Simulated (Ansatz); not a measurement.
**How much does In in Cu(111), 2x2 scatter?**

Wanted: the reflection from a plane of defects, In in Cu(111), 2x2, and the resistivity it implies.

Program: Ansatz 0.2.0. Level of theory: Ansatz plane-wave DFT, PBE, PAW files; ballistic transport by layer matching (Landauer), zero bias; PAW set soft_1. Results are calculated unless marked as measured.

### Step 1. The starting structure

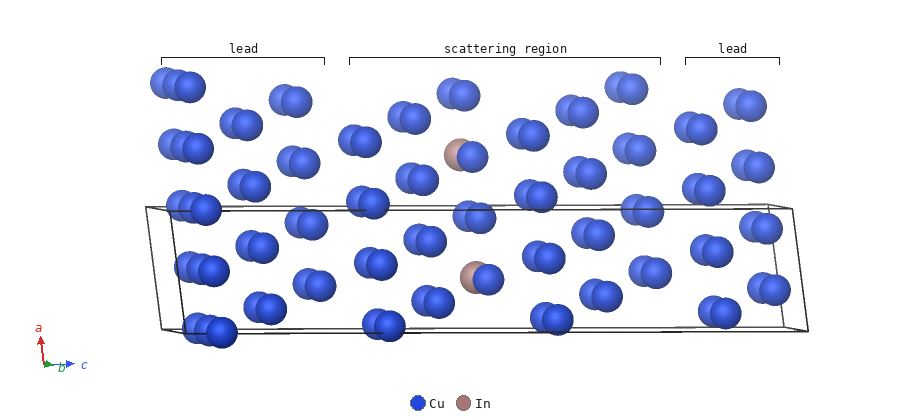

The starting structure, seen from the side, with the c axis across the page (copper blue, indium brown). 2×1×1 cells are drawn. Some periodic images of atoms are drawn too.

The cell holds 44 atoms: 43 Cu and 1 In. Its edges and angles: a = 5.112 Å, b = 5.112 Å, c = 23.005 Å, α = 86.8°, β = 93.2°, γ = 120.0°. It derives from Cu. Regions: lead, 24 atoms (24 Cu); scattering region, 20 atoms (19 Cu and 1 In). The structure is stacked along c, and the current runs across the ab planes.

### Step 2. Transmission at ideal sites

The defect sits in one plane of the supercell, all atoms on ideal sites; the layers about the cell's end are the lead. The mesh across the current, 12×12, is finer than the density's, because channels open and close sharply across the zone. Energies from -0.1 to 0.1 eV in steps of 0.05 eV are too few for the program's thermal sum, so it prints no conductance; for a metal the transmission near the Fermi level serves, at a fraction of the cost.

input.yaml

```yaml
crystal:
  lattice:
    - [5.1123254594, 0.0, 0.0]
    - [-2.5561627297, 4.4274037203, 0.0]
    - [-1.2780813649, 0.73790062, 22.9580794202]
  atoms:
    - { symbol: Cu, position: [0.0075757576, 0.9924242424, 0.0454545455] }
    - { symbol: Cu, position: [0.0075757576, 0.4924242424, 0.0454545455] }
    - { symbol: Cu, position: [0.5075757576, 0.9924242424, 0.0454545455] }
    - { symbol: Cu, position: [0.5075757576, 0.4924242424, 0.0454545455] }
    - { symbol: Cu, position: [0.1893939394, 0.3106060606, 0.1363636364] }
    - { symbol: Cu, position: [0.1893939394, 0.8106060606, 0.1363636364] }
    - { symbol: Cu, position: [0.6893939394, 0.3106060606, 0.1363636364] }
    - { symbol: Cu, position: [0.6893939394, 0.8106060606, 0.1363636364] }
    - { symbol: Cu, position: [0.3712121212, 0.1287878788, 0.2272727273] }
    - { symbol: Cu, position: [0.3712121212, 0.6287878788, 0.2272727273] }
    - { symbol: Cu, position: [0.8712121212, 0.1287878788, 0.2272727273] }
    - { symbol: Cu, position: [0.8712121212, 0.6287878788, 0.2272727273] }
    - { symbol: Cu, position: [0.053030303, 0.946969697, 0.3181818182] }
    - { symbol: Cu, position: [0.053030303, 0.446969697, 0.3181818182] }
    - { symbol: Cu, position: [0.553030303, 0.946969697, 0.3181818182] }
    - { symbol: Cu, position: [0.553030303, 0.446969697, 0.3181818182] }
    - { symbol: Cu, position: [0.2348484848, 0.2651515152, 0.4090909091] }
    - { symbol: Cu, position: [0.2348484848, 0.7651515152, 0.4090909091] }
    - { symbol: Cu, position: [0.7348484848, 0.2651515152, 0.4090909091] }
    - { symbol: Cu, position: [0.7348484848, 0.7651515152, 0.4090909091] }
    - { symbol: In, position: [0.4166666667, 0.0833333333, 0.5] }
    - { symbol: Cu, position: [0.4166666667, 0.5833333333, 0.5] }
    - { symbol: Cu, position: [0.9166666667, 0.0833333333, 0.5] }
    - { symbol: Cu, position: [0.9166666667, 0.5833333333, 0.5] }
    - { symbol: Cu, position: [0.0984848485, 0.9015151515, 0.5909090909] }
    - { symbol: Cu, position: [0.0984848485, 0.4015151515, 0.5909090909] }
    - { symbol: Cu, position: [0.5984848485, 0.9015151515, 0.5909090909] }
    - { symbol: Cu, position: [0.5984848485, 0.4015151515, 0.5909090909] }
    - { symbol: Cu, position: [0.2803030303, 0.2196969697, 0.6818181818] }
    - { symbol: Cu, position: [0.2803030303, 0.7196969697, 0.6818181818] }
    - { symbol: Cu, position: [0.7803030303, 0.2196969697, 0.6818181818] }
    - { symbol: Cu, position: [0.7803030303, 0.7196969697, 0.6818181818] }
    - { symbol: Cu, position: [0.4621212121, 0.0378787879, 0.7727272727] }
    - { symbol: Cu, position: [0.4621212121, 0.5378787879, 0.7727272727] }
    - { symbol: Cu, position: [0.9621212121, 0.0378787879, 0.7727272727] }
    - { symbol: Cu, position: [0.9621212121, 0.5378787879, 0.7727272727] }
    - { symbol: Cu, position: [0.1439393939, 0.8560606061, 0.8636363636] }
    - { symbol: Cu, position: [0.1439393939, 0.3560606061, 0.8636363636] }
    - { symbol: Cu, position: [0.6439393939, 0.8560606061, 0.8636363636] }
    - { symbol: Cu, position: [0.6439393939, 0.3560606061, 0.8636363636] }
    - { symbol: Cu, position: [0.3257575758, 0.1742424242, 0.9545454545] }
    - { symbol: Cu, position: [0.3257575758, 0.6742424242, 0.9545454545] }
    - { symbol: Cu, position: [0.8257575758, 0.1742424242, 0.9545454545] }
    - { symbol: Cu, position: [0.8257575758, 0.6742424242, 0.9545454545] }
kpoints:
  mp_grid: { grid: [5, 5, 1] }
hamiltonian:
  xc: pbe
  pseudopotentials: { kind: paw, azcp: { folder: soft_1 } }
scf:
  occupations: { method: fermi_dirac, width: 0.1 }
output:
  transmission: { leads: [[0, 4]], kmesh: [12, 12], e_range: [-0.1, 0.1], de: 0.05 }
  write_potential: true
  write_density: true
  volumetric_format: npy
  elf: true
```

Run with:

```
> ansatz run input.yaml --threads 4 --pin off --max-ram 15360MiB --backend cpu --events-out ev --progress --plain --runs-dir out
```

Numbers of over 12 decimals in the logs are rounded to 6 here.

The log of the run:

```text
Engine: ansatz 0.2.0, aarch64-unknown-linux-gnu
Pseudopotentials: kind: paw
Pseudopotential: Cu, paw, valence charge 19, recommended cutoff 420 eV (normal), soft_1/Cu.paw.azcp
Pseudopotential: In, paw, valence charge 13, recommended cutoff 420 eV (normal), soft_1/In.paw.azcp
Functional definition: PBE
  parameter kappa = 0.804
  parameter beta = 0.066725
  exchange = pbe_x(kappa = kappa, mu = beta*pi^2/3)
  correlation = pbe_c(beta = beta)
Crystal: 44 atoms, lattice volume = 519.641 Å³
Basis set: ecut = 420 eV, 10219 PW (Γ)
Bands: 498, of which v1, the nominal top of the filled ones, is band 415 counted from 1 (414 counted from 0)
Symmetry: 4 space group operations
Space group: C2/m (ITA 12), of the structure as read, at distance tolerance 8.0e-5 Å
k-points: 9 of 25
Non-local potential: Cu, projectors of the file, l = 0: 3, l = 1: 2, l = 2: 3, l = 3: 1
Non-local potential: In, projectors of the file, l = 0: 2, l = 1: 2, l = 2: 2, l = 3: 1
PAW form: soft (Blöchl's): semilocal exchange-correlation on the pseudo side does not see the compensation charge
PAW one-centre angular grid: Cu, 590 points (default); XC on 64 Gauss nodes
PAW one-centre angular grid: In, 590 points (default); XC on 64 Gauss nodes
Initial density: superposition of atomic densities (chi_scale 0.1, normalization cell, long waves kept (reshape's long-wave potential 0.50 eV rms))
Initial wavefunctions: pseudopotential atomic-orbital guess
Functional: x = pbe(κ = 0.804, μ = 0.219515), c = pbe(β = 0.066725)
SCF iter   1: F=—  HF=-290523.881888 eV  |F-HF|=—  |Δ(HF+E_count)|=         —  Δρ=2.81e-1  dr2=5.27e2  ethr=3.10e-3  ⟨swp⟩=4.6  Hψ=13367  notcnv=0  defer=41
preconditioner: auto → Kerker (q_TF=auto, 2.950 Å⁻¹)  [metal: Δε(μ)=0.033 eV  Ē_g=9.407 eV  σ=0.100 eV  W_gap=0.08  n_scr=240 (ndim 8)  ℏωp=35.9 eV  f_vac=0.000  D(μ)=21.36/eV (n_scr^D=170)]
SCF iter   2: F=—  HF=-290489.071840 eV  |F-HF|=—  |Δ(HF+E_count)|=    3.48e1  Δρ=8.63e-2  dr2=1.77e2  ethr=3.10e-3  ⟨swp⟩=2.0  Hψ=8540  notcnv=0  defer=517
SCF iter   3: F=—  HF=-290482.161861 eV  |F-HF|=—  |Δ(HF+E_count)|=    6.91e0  Δρ=5.10e-2  dr2=5.64e1  ethr=3.10e-3  ⟨swp⟩=2.0  Hψ=5300  notcnv=0  defer=544
SCF iter   4: F=—  HF=-290479.989889 eV  |F-HF|=—  |Δ(HF+E_count)|=    2.17e0  Δρ=1.61e-2  dr2=2.64e1  ethr=3.10e-3  ⟨swp⟩=2.0  Hψ=6150  notcnv=0  defer=544
SCF iter   5: F=—  HF=-290480.258505 eV  |F-HF|=—  |Δ(HF+E_count)|=   2.69e-1  Δρ=6.56e-3  dr2=8.53e0  ethr=3.10e-3  ⟨swp⟩=1.2  Hψ=5159  notcnv=0  defer=544
SCF iter   6: F=—  HF=-290480.031562 eV  |F-HF|=—  |Δ(HF+E_count)|=   2.27e-1  Δρ=8.79e-3  dr2=2.21e0  ethr=1.03e-3  ⟨swp⟩=2.1  Hψ=4083  notcnv=0  defer=548
SCF iter   7: F=—  HF=-290480.016602 eV  |F-HF|=—  |Δ(HF+E_count)|=   1.50e-2  Δρ=4.33e-3  dr2=5.09e-1  ethr=2.67e-4  ⟨swp⟩=1.4  Hψ=5288  notcnv=0  defer=548
SCF iter   8: F=—  HF=-290479.999280 eV  |F-HF|=—  |Δ(HF+E_count)|=   1.73e-2  Δρ=1.28e-3  dr2=5.28e-2  ethr=6.13e-5  ⟨swp⟩=1.0  Hψ=4062  notcnv=0  defer=548
SCF iter   9: F=—  HF=-290480.001704 eV  |F-HF|=—  |Δ(HF+E_count)|=   2.42e-3  Δρ=4.48e-4  dr2=2.56e-3  ethr=6.37e-6  ⟨swp⟩=1.0  Hψ=3934  notcnv=0  defer=548
SCF iter  10: F=—  HF=-290480.001751 eV  |F-HF|=—  |Δ(HF+E_count)|=   4.72e-5  Δρ=2.83e-4  dr2=9.27e-4  ethr=3.09e-7  ⟨swp⟩=2.1  Hψ=6259  notcnv=0  defer=548
SCF iter  11: F=—  HF=-290480.001707 eV  |F-HF|=—  |Δ(HF+E_count)|=   4.38e-5  Δρ=1.39e-4  dr2=1.69e-4  ethr=1.12e-7  ⟨swp⟩=2.0  Hψ=7256  notcnv=0  defer=548
SCF iter  12: F=—  HF=-290480.001683 eV  |F-HF|=—  |Δ(HF+E_count)|=   2.35e-5  Δρ=5.18e-5  dr2=8.96e-5  ethr=2.04e-8  ⟨swp⟩=2.0  Hψ=5419  notcnv=0  defer=548
SCF iter  13: F=—  HF=-290480.001576 eV  |F-HF|=—  |Δ(HF+E_count)|=   1.08e-4  Δρ=4.04e-5  dr2=2.06e-5  ethr=1.08e-8  ⟨swp⟩=1.2  Hψ=4540  notcnv=0  defer=548
SCF iter  14: F=—  HF=-290480.001575 eV  |F-HF|=—  |Δ(HF+E_count)|=   5.44e-7  Δρ=1.49e-5  dr2=3.67e-6  ethr=2.48e-9  ⟨swp⟩=2.0  Hψ=5861  notcnv=0  defer=548
SCF iter  15: F=—  HF=-290480.001575 eV  |F-HF|=—  |Δ(HF+E_count)|=   8.57e-8  Δρ=9.12e-6  dr2=6.40e-7  ethr=4.42e-10  ⟨swp⟩=2.0  Hψ=5871  notcnv=0  defer=548
SCF iter  16: F=—  HF=-290480.001575 eV  |F-HF|=—  |Δ(HF+E_count)|=   1.53e-7  Δρ=3.86e-6  dr2=2.16e-7  ethr=7.72e-11  ⟨swp⟩=2.0  Hψ=6529  notcnv=0  defer=548
SCF iter  17: F=-290480.001575 eV  HF=-290480.001575 eV  |F-HF|=1.29e-8  |Δ(HF+E_count)|=   2.63e-8  Δρ=1.31e-6  dr2=1.84e-8  ethr=1.20e-11  ⟨swp⟩=7.4  Hψ=15888  notcnv=0
SCF 1 converged in 17 iterations: F = -290480.001575 eV  dr2 = 1.84e-8
  greatest PAW one-centre occupation: 1.000 electrons in one spin orbital (limit 2), on the Cu atom at site 25 (counted from 0), in its partial waves of l = 0
transmission: 151 of 1505 steps passed
transmission: 303 of 1505 steps passed
[...]
transmission: 1505 of 1505 steps passed
SCF converged after 17 iterations
Free energy (F): -290480.001575 eV
Harris-Foulkes:  -290480.001575 eV  (|F-HF|=1.29e-8)
Internal energy: -290479.522206 eV  (E = F + TS)
E sigma→0 (E₀):  -290479.761891 eV
Entropy (-TS):   -0.479369 eV (-10.895 meV/atom)
Fermi energy:    16.592343 eV
--- Per-component energies (eV) ---
  E_band       = -15571.029375
  E_kinetic    = 11489.610540
  E_local      = -195003.793975  (includes V_loc(G=0)·N_el)
  E_nonlocal   = 38584.370866
  E_hartree    = 82717.065760
  E_xc         = -3117.639787
  E_vxc        = -3931.102509  (∫ρ·V_xc dr)
  E_paw        = -82247.296002  (= ΣΔE_a)
  E_vpaw       = -32144.289816  (= ΣTr[D̂ρ^β])
  E_aug_tail   = 0.044361  (compensation charges beyond the density's cutoff)
  E_ewald      = -142901.883970
  E_smearing   = -0.479369  (= −TS)
  E_closure    = -0.000000  (closes the sum)
  Σ components = -290480.001575   (vs F -290480.001575, Δ=0.00e0)
--- Band table (eV; the first three rows and the last of 9) ---
  k-point 0: bands = [... 411 lower, 16.6283, 16.6296, 16.9167, 16.9217, 17.0442, 17.0546, 17.2452, 17.2692, ... 79 higher]
  k-point 1: bands = [... 411 lower, 16.2092, 16.3339, 16.3592, 16.4351, 16.4697, 16.5176, 16.6496, 16.7928, ... 79 higher]
  k-point 2: bands = [... 411 lower, 16.3402, 16.3616, 16.4380, 16.4857, 16.5905, 16.8223, 16.8732, 16.9138, ... 79 higher]
  k-point 8: bands = [... 411 lower, 16.3203, 16.3291, 16.4028, 16.4035, 16.5947, 16.6086, 16.7414, 16.7455, ... 79 higher]
--- Transmission ---
  basis      : 199 plane waves across, 35 finite elements along
  points     : 43, standing for a mesh of 12 x 12
  energies   : 5 from -0.100000 to 0.100000 eV about the Fermi level, 0.050000 eV apart; the leads are filled to 0.000000 eV, and channels, transmission and decay are at 0.000000 eV
  crystal 0  : Cu4, at the sites [0, 4], period 2.0871 Å, over 20.87 Å; its Hamiltonian steps by up to 3.4 meV
    offset         : up to 0.0000 Å between an atom of the period and one for which it stands
    channels       : 3.145833e0 a spin
    conductance    : none, the energies end too early or step too widely for 300 K: set another output.transmission.e_range or a lower de, or, where they end at an eighth of basis.ecutwfc, a higher one
  junction   : crystal 0 to crystal 0, 0.70 to 21.57 Å
    transmission   : 2.974376e0 a spin
    conductance    : none, the energies end too early or step too widely for 300 K: set another output.transmission.e_range or a lower de, or, where they end at an eighth of basis.ecutwfc, a higher one
```

The job ended after 5.8 min (4 threads of Arm Neoverse V1, shared host; peak memory 5.1 GiB; 21 min of CPU time).

Numbers from this step:

- free energy: -290480.0016 eV
- energy at zero smearing: -290479.7619 eV
- Fermi energy: 16.59 eV
- cell area: 22.63 Å²
- transmission per spin nearest the Fermi level: 2.974
- open channels per spin nearest the Fermi level: 3.146
- step of the lead's potential: 3.4 meV

Per spin. Table of transmission, zone mean by energy, zero at the Fermi level:

| energy (eV) | transmission, zone mean |
| --- | --- |
| -0.1000 | 2.94 |
| -0.0500 | 2.97 |
| 0.0000 | 2.97 |
| 0.0500 | 2.97 |
| 0.1000 | 2.97 |

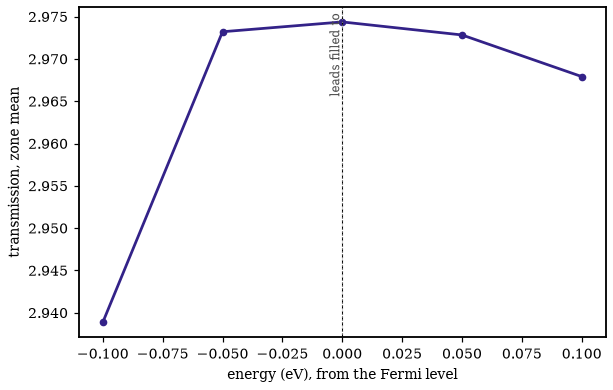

Transmission, zone mean against energy.

Per spin. Open channels, zone mean, lead against energy, zero at the Fermi level:

| energy (eV) | open channels, zone mean, lead |
| --- | --- |
| -0.1000 | 3.13 |
| -0.0500 | 3.15 |
| 0.0000 | 3.15 |
| 0.0500 | 3.15 |
| 0.1000 | 3.15 |

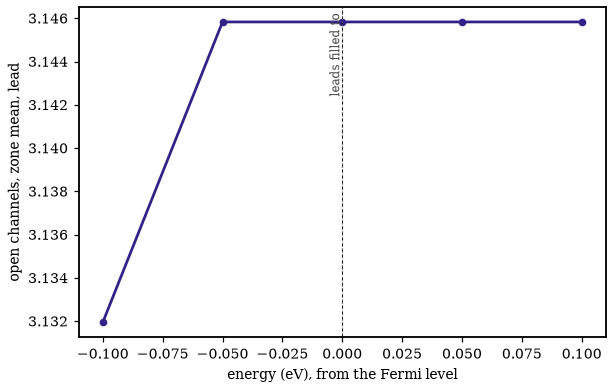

Open channels, zone mean, lead, plotted against energy.

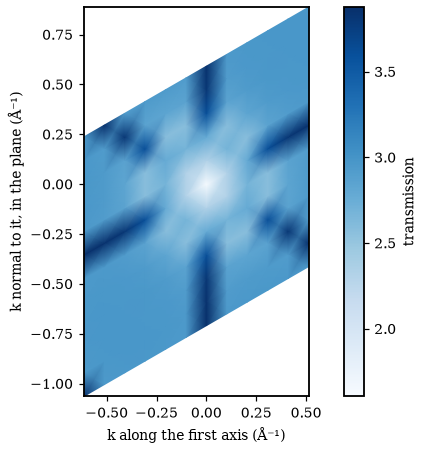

Transmission over k1 and k2. At 0.0000 eV from the Fermi level.

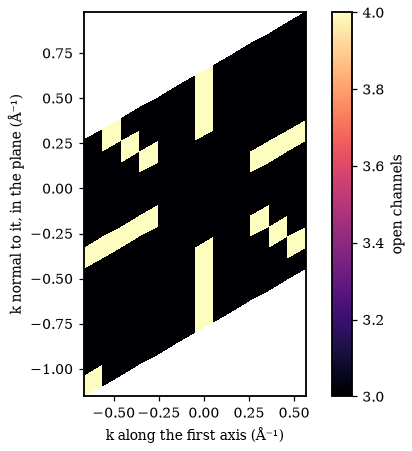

Open channels over k1 and k2. At 0.0000 eV from the Fermi level.

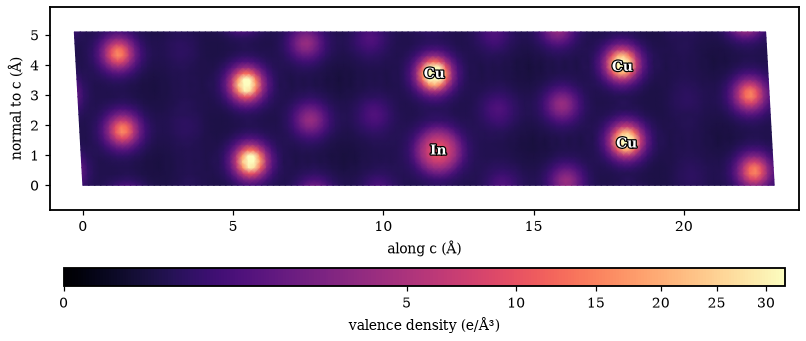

Valence density in the ca plane at fractional y = 0.083, with atoms of In and Cu within 0.2 Å of it. It is the smooth field of the valence electrons, not physical close to the nuclei. The map starts off the cell's origin, so that atoms lie inside it. The colour scale is stretched toward low values.

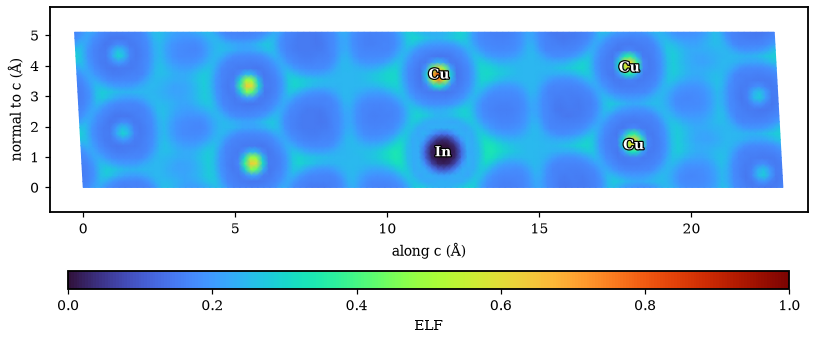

ELF in the ca plane at fractional y = 0.083, with atoms of In and Cu within 0.2 Å of it. It is the smooth field of the valence electrons, not physical close to the nuclei. The map starts off the cell's origin, so that atoms lie inside it.

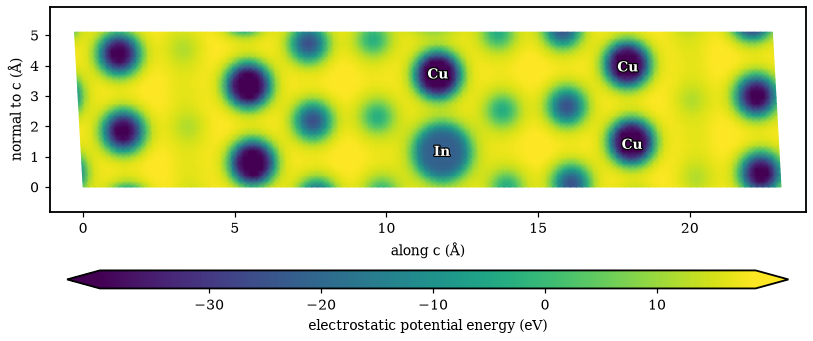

Electrostatic potential energy in the ca plane at fractional y = 0.083, with atoms of In and Cu within 0.2 Å of it. With pseudopotentials it is smooth inside the atoms' cores, unlike the true potential. The map starts off the cell's origin, so that atoms lie inside it.

Over the solved energies the transmission per spin lies between 2.94 and 2.97, out of 3.14 channels of the lead on average (up to 3.15).

### Step 3. Resistance at ideal sites

This step: Ansatz plane-wave DFT, PBE, PAW files; ballistic transport by layer matching (Landauer), zero bias; area resistance of the defect plane and resistivity an atomic per cent; PAW set soft_1 (Ansatz 0.2.0).

Numbers from this step:

* area resistance: 0.05382 fΩ m²
* T over the leads' mean channel count: 0.9452
* resistivity per at.% scaled from this dense plane, with the factor 3/4 for isotropic scattering: 0.7737 µΩ cm

Averaged over the energies near the Fermi level, 94.5 % of the channels pass, which makes 0.0538 fΩ m².

By hand, with T and the leads' channels N averaged over the energies near the Fermi level: RA = A (h/2e²)(1/T − 1/N) = 22.63×10⁻²⁰ m² × 12 906 Ω × (1/2.973 − 1/3.146) = 0.0538 fΩ m². Per atomic per cent: RA × A / V_atom × 0.01 × 3/4 = 0.774 µΩ cm, with the host's V_atom = 11.81 Å³.

(Part 1 of 2 ends here.)

[Logs are printed without paths, hosts, clocks, repeated set-up lines and the standing remarks that a program may print on its own settings, such as how far it seeks lower states.]

[Hosts, paths, dates, database ids (printed as entryN), source tags and the programs' standing remarks are cut or masked in the printed files.]
